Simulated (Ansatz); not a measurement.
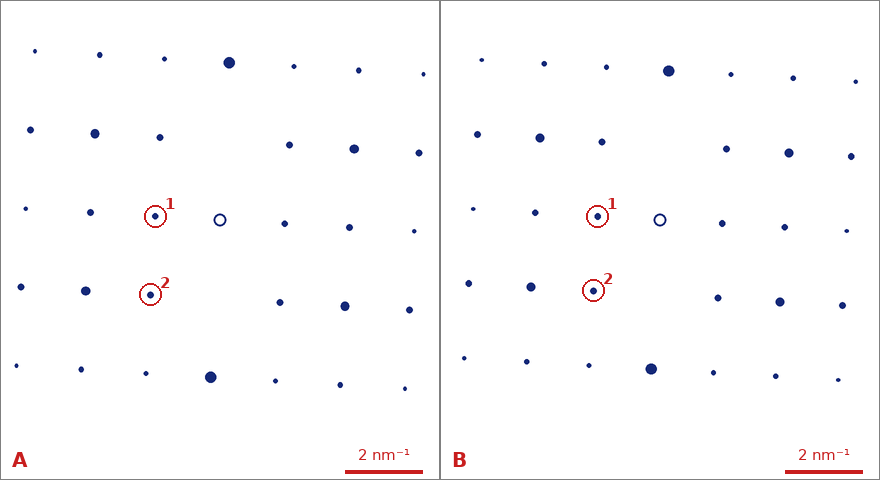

Kinematic electron diffraction patterns (300 kV, B = 0.5 Å², same scale) along [100] of the run's own cell, for the start and the end of one relaxation of CdP3 with DFT PBE, scalar-relativistic, plane waves, PAW in Ansatz. k mesh 6×6×8. The start is a generated model structure, and the relaxation ends in the nearest stationary point of its symmetry, not necessarily the ground state. Spot 1 is 0 -1 0 and spot 2 is 0 -1 -1 in both.

Start structure:

```
Cd P
1.0
     6.84483    0.00000    0.00000
    -3.42242    5.92780    0.00000
     0.00000    0.00000    4.88323
Cd P
2 6
Direct
  0.33333 0.66667 0.25000
  0.66667 0.33333 0.75000
  0.89095 0.78191 0.25000
  0.10905 0.89095 0.75000
  0.21809 0.10905 0.25000
  0.10905 0.21809 0.75000
  0.89095 0.10905 0.25000
  0.78191 0.89095 0.75000
```

> Which pattern belongs to the start structure, and which to the relaxed one?

A is the start: its cell gives d(1) = 5.928 Å, d(2) = 3.769 Å and an angle of 50.5°. B is the relaxed structure, with d(1) = 6.163 Å (+4.0 %), d(2) = 3.952 Å (+4.9 %) and 50.1°.

> Summarise the relaxation behind the change.

The volume changed by +14.0 % to 28.24 Å³ an atom; with the mean shift removed, the atoms moved by up to 0.08 Å relative to the cell (P most); the space group stayed P6_3/mmc (No. 194); the free energy fell by 27 meV an atom. Relaxed cell: a = 7.116 Å, b = 7.116 Å, c = 5.151 Å, α = 90.00°, β = 90.00°, γ = 120.00°.
